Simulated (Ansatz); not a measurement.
```sh
ansatz run in.yaml --threads 2 --pin off --events-out ev --progress --plain --max-ram 4352MiB
```

```yaml
crystal:
  periodic: [false, false, false]
  atoms:
    - {symbol: C, position_ang: [-0.015937, 0.459711, -0.509445]}
    - {symbol: Si, position_ang: [0.110604, -0.108389, -2.145035]}
    - {symbol: Si, position_ang: [0.961633, -0.203528, 0.786177]}
    - {symbol: H, position_ang: [-0.101544, -1.581950, 2.149160]}
    - {symbol: H, position_ang: [-0.624520, 1.334551, -0.263263]}
    - {symbol: H, position_ang: [1.155689, 0.494958, 2.066364]}
    - {symbol: H, position_ang: [1.852960, -1.342115, 0.506973]}
    - {symbol: H, position_ang: [-0.577942, -1.490164, 1.560001]}
basis:
  gaussian: {orbitals: def2-TZVPP}
total_charge: 1
correlation: {method: ccsd_t}
```

Work out the structure from the coordinates.

Formula CH5Si2(+). Judged by distances it falls into 2 fragments: CH3Si2, H2. The point group is C1. Coordination: 1 C trigonal planar; 1 Si trigonal planar.

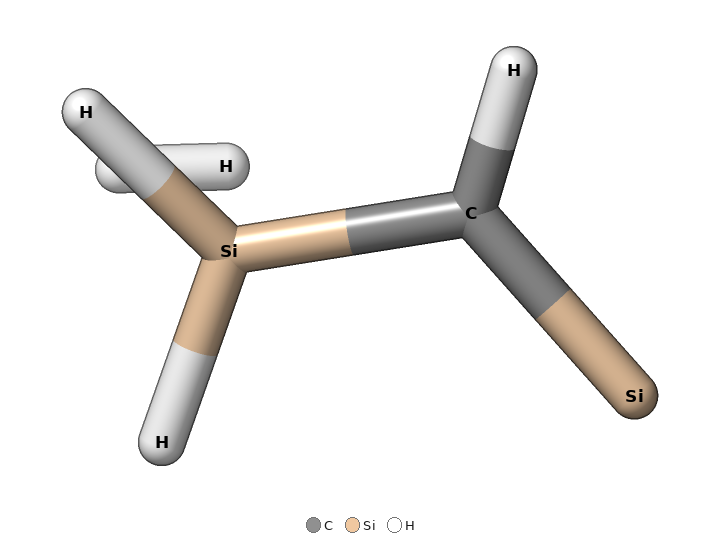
